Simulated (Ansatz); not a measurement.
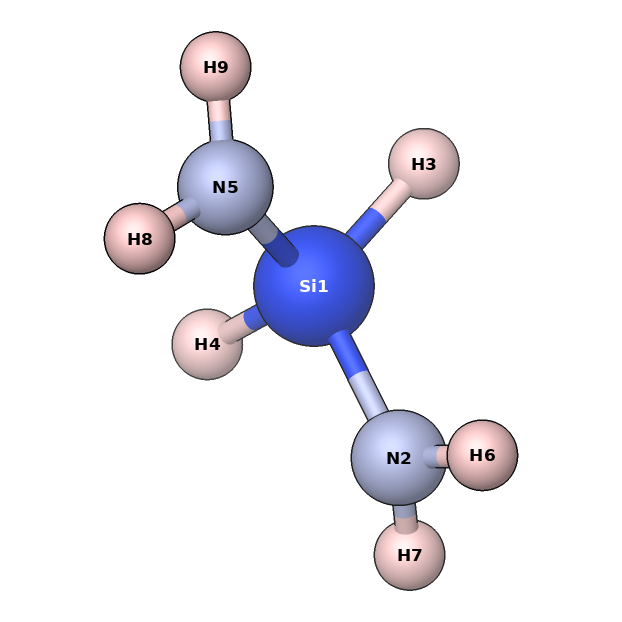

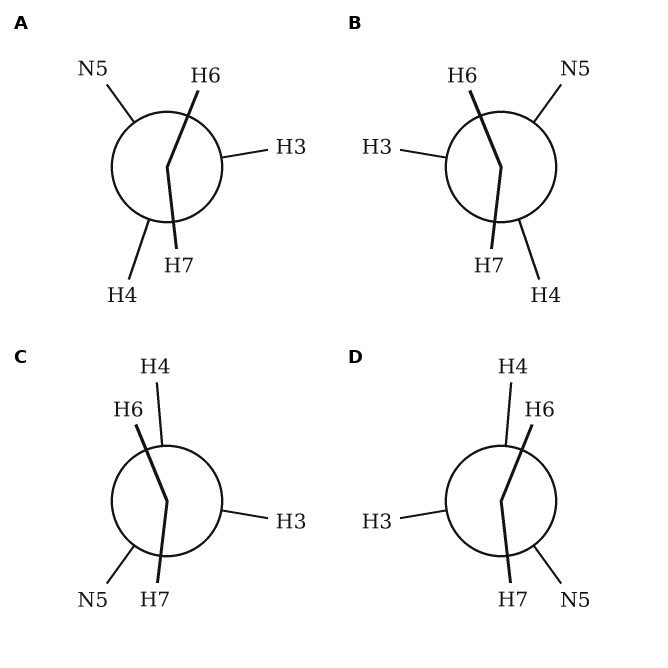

Distant atoms are faded towards the background colour. Bonds that would overlap in a projection are set slightly apart. Computed geometry: PBE0-D4/def2-TZVP optimisation.

Question: Which Newman projection shows the view along N2–Si1, with N2 in front?

Answer: A. The torsion angle H6–N2–Si1–N5 is −58°, synclinal (gauche).
